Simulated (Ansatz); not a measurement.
**U-rPW86x+PBEc(a = 0.25)/def2-SVPD (exact exchange 0.25) run of C2H2FGe (SMILES C#[C][GeH][F])**

What is the energy difference between two shapes of C2H2FGe at U-rPW86x+PBEc(a = 0.25)/def2-SVPD (exact exchange 0.25)? 

The calculation is run with Ansatz 0.2.0.

3 further runs of the same task are left out: 3 set aside as unsound or not needed.

## (1) The molecule

The species is C2H2FGe (6 atoms), meant as a doublet with charge 0. SMILES: `C#[C][GeH][F]`. The shape is that of a PBE0-D4/def2-TZVP optimisation.

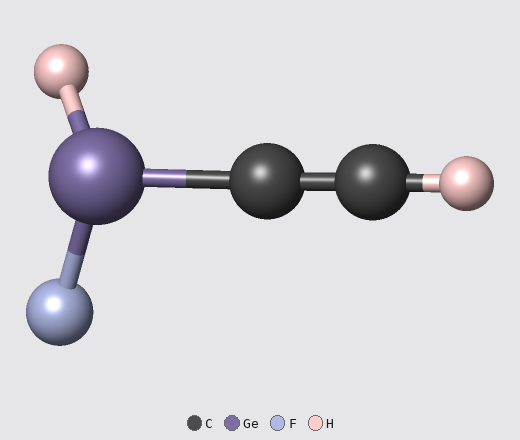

Viewed from a chosen angle; carbon dark grey, germanium purple, fluorine light blue, hydrogen pink.

## (2) The energy at U-rPW86x+PBEc(a = 0.25)/def2-SVPD (exact exchange 0.25)

molecule.yaml

```yaml
crystal:
  periodic: [false, false, false]
  atoms:
    - {symbol: C, position_ang: [-0.259200, 0.074500, -1.769000]}
    - {symbol: C, position_ang: [0.006200, 0.034600, -0.591400]}
    - {symbol: Ge, position_ang: [0.661100, -0.021100, 1.180400]}
    - {symbol: F, position_ang: [-0.021800, -1.442400, 1.919600]}
    - {symbol: H, position_ang: [-0.516900, 0.107000, -2.803300]}
    - {symbol: H, position_ang: [0.172500, 1.183400, 2.017600]}
basis:
  gaussian:
    orbitals: def2-SVPD
    final_grid: {core_spheres: 4, valence_spheres: 4, degree: 11}
total_charge: 0
hamiltonian:
  xc:
    text: |
      parameter a = 0.25
      exchange = (1 - a)*rpw86_x + a*exact_x
      correlation = pbe_c
magnetization: {spin_polarized: true, initial_magnetization: 1}
```

The run is started by

```
$ ansatz run molecule.yaml --threads 1 --pin off --max-ram 2610MiB --events-out events.jsonl --progress --plain --runs-dir runs
```

The log of the run:

```text
Warning: RAYON_NUM_THREADS=1 ignored (pool sized by the plan → 1); use --threads N
Functional definition: unnamed
  parameter a = 0.25
  exchange = (1 - a)*rpw86_x + a*exact_x
  correlation = pbe_c
1095 factors; their error is unknown
mean field evaluation 1: about -61343.5196 eV, gradient 3.8e1 eV
mean field evaluation 2: about -61329.0955 eV, gradient 6.6e1 eV
mean field evaluation 4: about -61349.7463 eV, gradient 8.7e0 eV
mean field evaluation 8: about -61350.1167 eV, gradient 2.7e-1 eV
mean field evaluation 16: about -61350.3132 eV, gradient 1.1e-3 eV
mean field -61350.31316576 eV, -2254.5824241059 hartree, gradient 4.0e-5 eV, S^2 0.753973; 0 other end points of the search recorded, 0 dependent functions left out
reference -61350.31328192 eV, -2254.5824283745 hartree; 28, 27 occupied and 89, 90 virtual orbitals, 1095 factors
Total energy: -61350.31328192 eV, -2254.5824283745 hartree
```

It took 3.6 s on 1 thread of Arm Neoverse V2, shared host; peak memory 0.28 GiB.

## (3) The distorted shape

molecule.yaml

```yaml
crystal:
  periodic: [false, false, false]
  atoms:
    - {symbol: C, position_ang: [-0.274134, 0.092076, -1.783691]}
    - {symbol: C, position_ang: [0.032098, 0.030816, -0.596741]}
    - {symbol: Ge, position_ang: [0.655486, -0.049945, 1.181763]}
    - {symbol: F, position_ang: [-0.035699, -1.451780, 1.880537]}
    - {symbol: H, position_ang: [-0.517639, 0.111462, -2.815932]}
    - {symbol: H, position_ang: [0.173433, 1.170216, 2.007321]}
basis:
  gaussian:
    orbitals: def2-SVPD
    final_grid: {core_spheres: 4, valence_spheres: 4, degree: 11}
total_charge: 0
hamiltonian:
  xc:
    text: |
      parameter a = 0.25
      exchange = (1 - a)*rpw86_x + a*exact_x
      correlation = pbe_c
magnetization: {spin_polarized: true, initial_magnetization: 1}
```

The run is started by

```
$ ansatz run molecule.yaml --threads 1 --pin off --max-ram 2610MiB --events-out events.jsonl --progress --plain --runs-dir runs
```

The log of the run:

```text
Warning: RAYON_NUM_THREADS=1 ignored (pool sized by the plan → 1); use --threads N
Functional definition: unnamed
  parameter a = 0.25
  exchange = (1 - a)*rpw86_x + a*exact_x
  correlation = pbe_c
1095 factors; their error is unknown
mean field evaluation 1: about -61343.7129 eV, gradient 3.8e1 eV
mean field evaluation 2: about -61330.0635 eV, gradient 6.4e1 eV
mean field evaluation 4: about -61349.6769 eV, gradient 9.0e0 eV
mean field evaluation 8: about -61350.0709 eV, gradient 2.9e-1 eV
mean field evaluation 16: about -61350.2672 eV, gradient 1.1e-3 eV
mean field -61350.26722434 eV, -2254.5807357898 hartree, gradient 4.6e-5 eV, S^2 0.754384; 0 other end points of the search recorded, 0 dependent functions left out
reference -61350.26733965 eV, -2254.5807400273 hartree; 28, 27 occupied and 89, 90 virtual orbitals, 1095 factors
Total energy: -61350.26733965 eV, -2254.5807400273 hartree
```

It took 3.6 s on 1 thread of Arm Neoverse V2, shared host; peak memory 0.29 GiB.

## (4) What came out

Level: U-rPW86x+PBEc(a = 0.25)/def2-SVPD (exact exchange 0.25).

| quantity | value |
| --- | --- |
| first shape: total energy | -2254.58243 Eh |
| first shape: ⟨S²⟩ | 0.754 |
| distorted shape: total energy | -2254.58074 Eh |
| distorted shape: ⟨S²⟩ | 0.754 |
| energy change with the atoms displaced | 0.046 eV |

**Reading.** With the atoms displaced the energy rises by 0.05 eV (4.4 kJ/mol). The first shape isn't relaxed at this level, so the change isn't measured from a minimum.
